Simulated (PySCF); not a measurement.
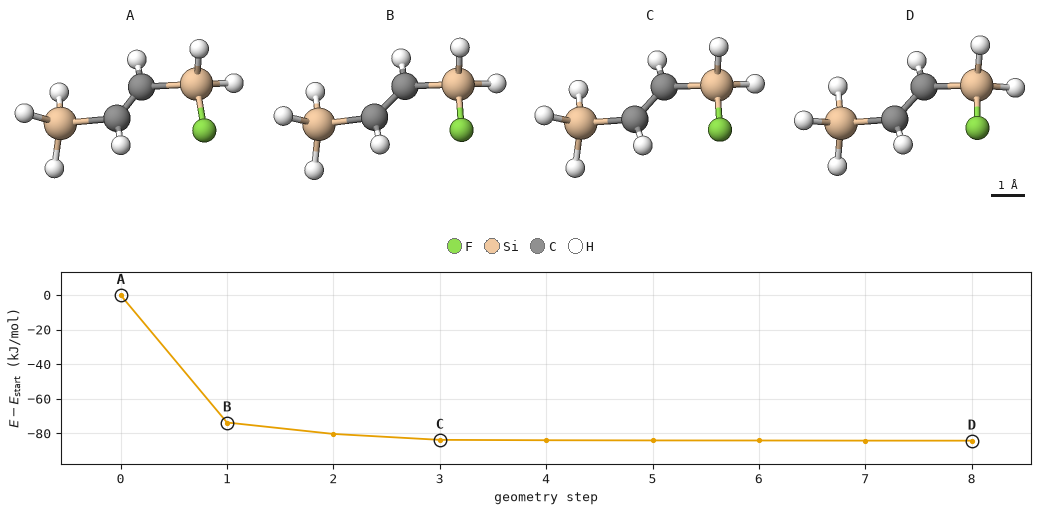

Frames of a relaxation of C$_{2}$H$_{7}$FSi$_{2}$, marked on the history of the run. Style: ball-and-stick. Shown at a tilt.

The start comes from GFN2-xTB. Its atoms were then displaced at random by about 0.03 Å.

Method: PySCF 2.14.0, density-fitted response routines, PBE0-D3(BJ)/def2-SVP geometry optimisation, gas phase. 

**Describe the path.**

After 8 geometry steps the energy has fallen by 84.2 kJ/mol. The largest move after the best rigid fit is that of the F atom, 0.25 Å. Largest moves by element: F 0.25 Å, H 0.24 Å, Si 0.08 Å, C 0.08 Å. Among the contacts that change: C–Si 1.993 → 1.875 Å, C–C 1.235 → 1.345 Å, H–Si 1.418 → 1.495 Å, C–Si 1.923 → 1.861 Å. Bond angles that change, for instance: C–C–H 129.1° → 117.5°, C–C–H 129.4° → 119.4°, Si–C–H 110.8° → 118.3°. From step 0 to 1: an H atom moves most (0.14 Å), energy −73.7 kJ/mol. From step 1 to 3: an H atom moves most (0.14 Å), energy −10.0 kJ/mol. From step 3 to 8: an H atom moves most (0.16 Å), energy −0.47 kJ/mol.
